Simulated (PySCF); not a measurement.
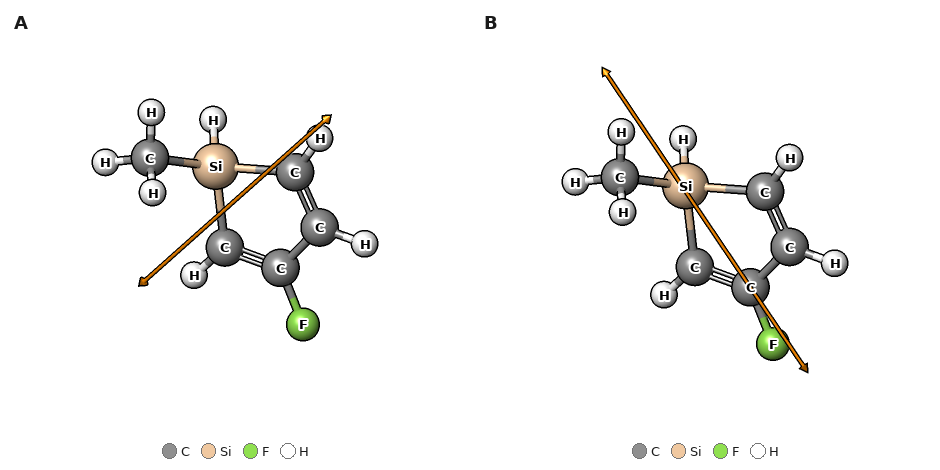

The double arrows show the directions of two transition dipoles from the ground state (lengths mean nothing). The computed structure is the end point of a GFN2-xTB optimisation. No frequency run is at hand to confirm it as a minimum. Level of theory: TDDFT ωB97X-D/def2-SVPD, vertical, gas phase, core orbitals frozen in the response (PySCF 2.14.0).

One belongs to singlet state 1 and one to singlet state 4. Which is which?

Answer. A: state 1, 4.49 eV (276 nm), oscillator strength 0.054, mainly HOMO → LUMO (weight 0.98).
B: state 4, 6.72 eV (185 nm), oscillator strength 0.029, of mixed character, with the largest part HOMO−3 → LUMO (weight 0.49).

The geometry is semi-empirical. Around Si such bond lengths and angles can be off by a tenth of an ångström or more and by several degrees, and values that hang on the shape move with them.
